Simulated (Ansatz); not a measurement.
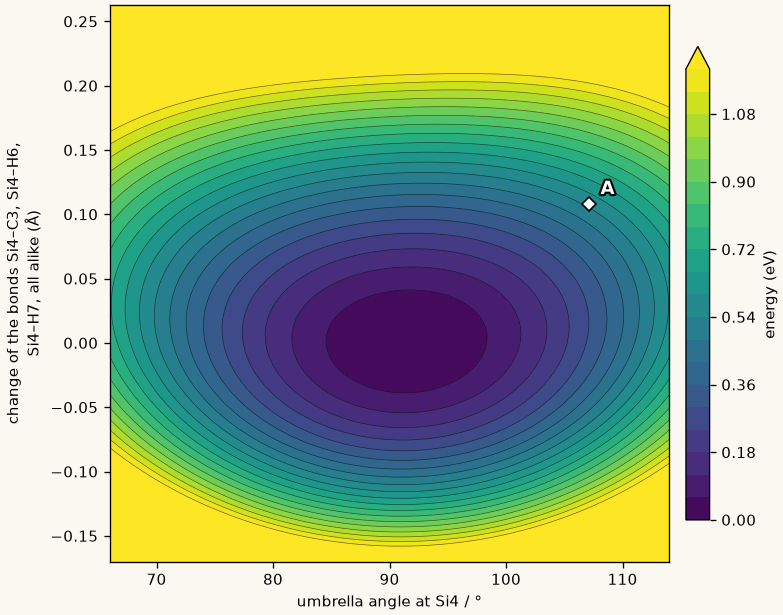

CH3BSi2, SMILES B=[Si]=C=[SiH2]. First axis: umbrella angle at Si4 (between each of its bonds and their common axis; 90 is planar). Second axis: change of the bonds Si4–C3, Si4–H6, Si4–H7, all alike. Nothing is relaxed (all other coordinates rigid). The grid has 15 × 15 points. Points are written as (first, second). All energies are given in eV relative to the relaxed molecule at the same level. Method: Ansatz, RKS PBE0-D4/def2-TZVP.

The picture shows filled contours, one colour for all values above the top of the scale, the point A. Between grid points the surface is interpolated.

Question: Is A at rest? If not, where is it pushed?

Answer: A, at (107.1°, 0.108 Å), is not a stationary point. The computed force is 0.026 eV for each degree towards smaller values of the first coordinate and 5.1 eV for each Å towards smaller values of the second coordinate.
